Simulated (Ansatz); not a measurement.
A relaxed structure of NaF. Level of theory: PBEsol (plane waves to 420 eV, PAW, scalar-relativistic; Ansatz, a quantum-chemistry and plane-wave program).

Fm-3m (No. 225), cF8, rock salt type; a = b = c = 4.6294 Å, α = β = γ = 90.00°.

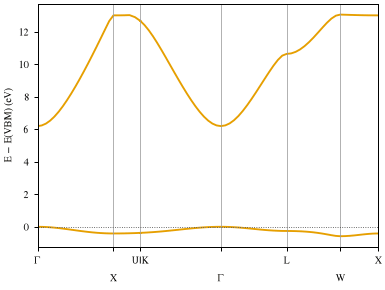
*Highest filled and lowest empty band along the path of this cell's Brillouin zone*

Question: Read off the gap and say whether it is direct.

Answer: 6.20 eV, direct at Γ (no spin-orbit coupling).

Question: How far does the top valence band disperse along this path?

Answer: About 0.6 eV.

No spin polarisation in the result.

Measured for NaF: a 4.582 Å (static lattice; corrected from measurement; as listed in Daniel Mejia-Rodriguez, S. B. Trickey, Phys. Rev. B (2018)). Computed minus measured — a: PBEsol +1.0 %. The computed values are for a static lattice.

The run could not lose the symmetry of its start; a randomly shaken copy of 2 atoms returns to this structure.

All atoms sit on sites fixed by symmetry, so only the cell could relax.
